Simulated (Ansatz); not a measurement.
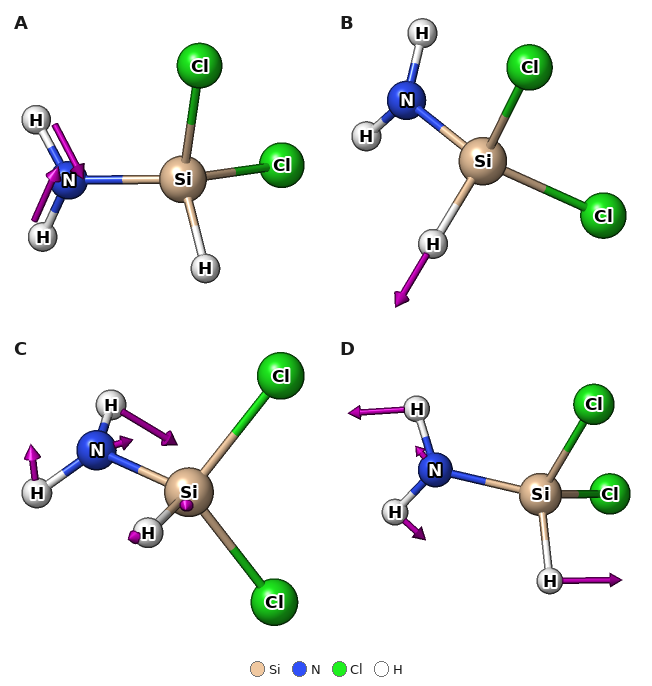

4 normal modes of one molecule or complex, as arrows. Harmonic vibrations computed with RKS PBE0-D4/def2-TZVP (Ansatz 0.2.0) at a stationary point of the same level.

### Match the panels to the wavenumbers 295 cm⁻¹, 898 cm⁻¹, 2292 cm⁻¹, 3602 cm⁻¹.

A: 3602 cm⁻¹, in-phase stretching of 2 N–H bonds
B: 2292 cm⁻¹, Si–H stretching
C: 295 cm⁻¹
D: 898 cm⁻¹
